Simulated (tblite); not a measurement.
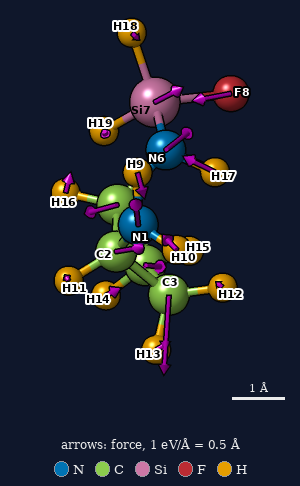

Starting geometry of C4H11FN2Si with the computed forces as purple arrows. Style: ball-and-stick. Shown from a free direction.

These are results of GFN2-xTB geometry optimisation, gas phase (tblite 0.8.0), not measurements. 

> What follows when this structure is relaxed?

It isn't relaxed: the largest force vector, on a C atom, is 3.25 eV/Å. The final displacements have little in common with the starting forces (cosine between the two patterns 0.15). Over 176 geometry steps the energy falls by 134.6 kJ/mol. An H atom moves most after the best rigid fit: 1.90 Å. Largest moves by element: H 1.90 Å, F 1.27 Å, N 0.96 Å, C 0.66 Å, Si 0.63 Å. Some distances before and after: N–Si 1.815 → 1.708 Å, F–Si 1.691 → 1.609 Å, C–C 1.498 → 1.572 Å, H–N 1.062 → 1.010 Å. Among the angles between lasting bonds that change: C–N–Si 108.9° → 125.3°, Si–N–H 104.3° → 118.1°, N–Si–H 108.3° → 117.6°. The run took 2.2 s on 1 thread of Arm Neoverse N1, on a shared host.
